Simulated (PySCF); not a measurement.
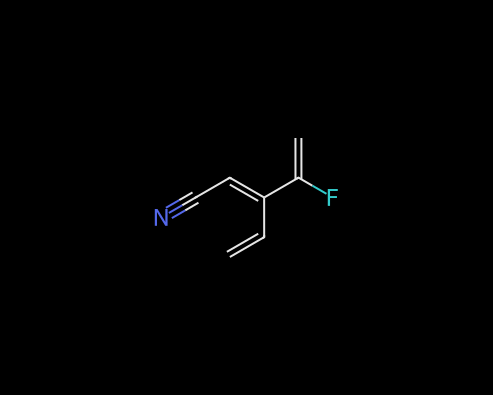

Skeletal drawing of a molecule.

> Give its SMILES.

C=C/C(=C\C#N)C(=C)F

> What is the molecular formula?

C7H6FN.

> An optimisation with GFN2-xTB gave a structure of which point group?

C1. Other conformers may differ.

More results for the same structure follow; atom numbers are the same in all pictures, views and colours differ. The computed structure is the end point of a GFN2-xTB optimisation. No frequency run is at hand to confirm it as a minimum.

Dipole moment

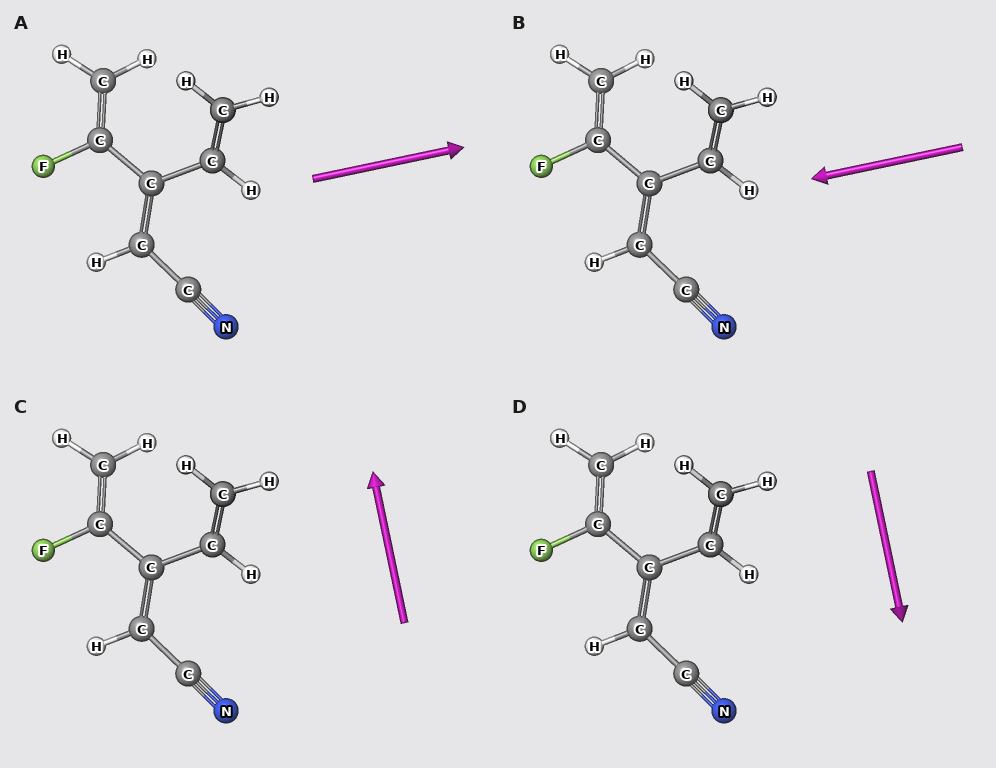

The same molecule four times, each with an arrow. No frequency run is at hand to confirm it as a minimum. Method: PBE0/def2-SVPD, gas phase (PySCF 2.14.0).

> Which arrow points along the dipole moment, from the negative to the positive end?

C. The dipole moment is 4.38 D.

Polarisability

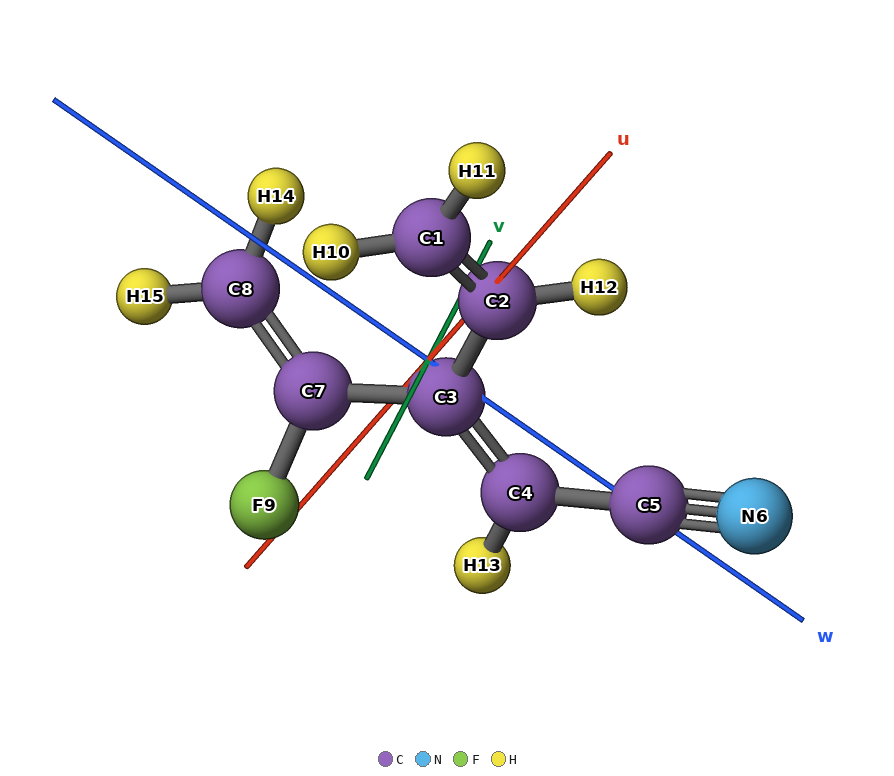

The lines u, v and w are the principal axes of the static dipole polarisability. No frequency run is at hand to confirm it as a minimum. Level of theory: PBE0/def2-SVPD (PySCF 2.14.0).

> Along which axis is the molecule most polarisable, and along which least?

Most along w (close to the long direction N6···C8), least along v.

> Give the three principal values.

u 87.4, v 57.2, w 145.4 bohr³; mean 96.7, anisotropy 77.6 bohr³.

Excitation

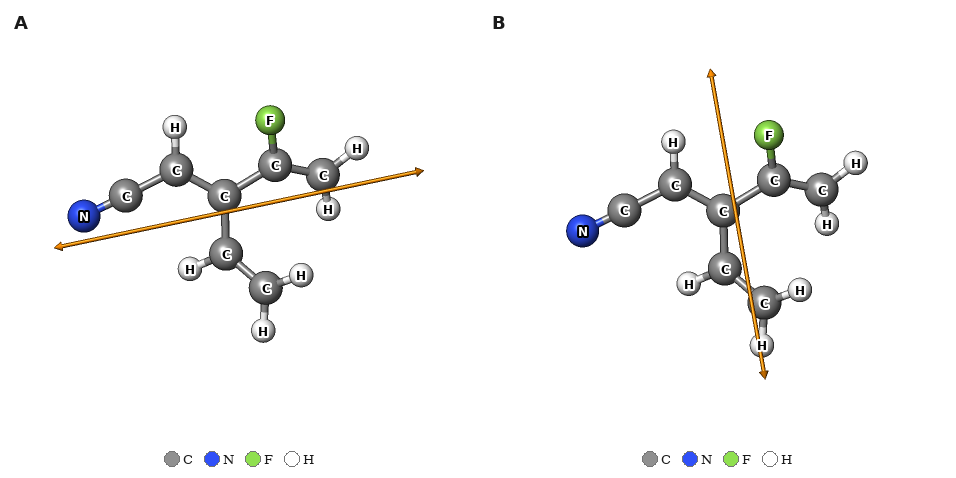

The double arrows show the directions of two transition dipoles from the ground state (lengths mean nothing). No frequency run is at hand to confirm it as a minimum. Method: TDDFT PBE0/def2-SVPD, vertical, gas phase, core orbitals frozen in the response (PySCF 2.14.0).

> One belongs to singlet state 2 and one to singlet state 5. Which is which?

A: state 5, 6.25 eV (198 nm), oscillator strength 0.072, mainly HOMO−3 → LUMO (weight 0.72).
B: state 2, 5.01 eV (247 nm), oscillator strength 0.040, mainly HOMO−1 → LUMO (weight 0.84).
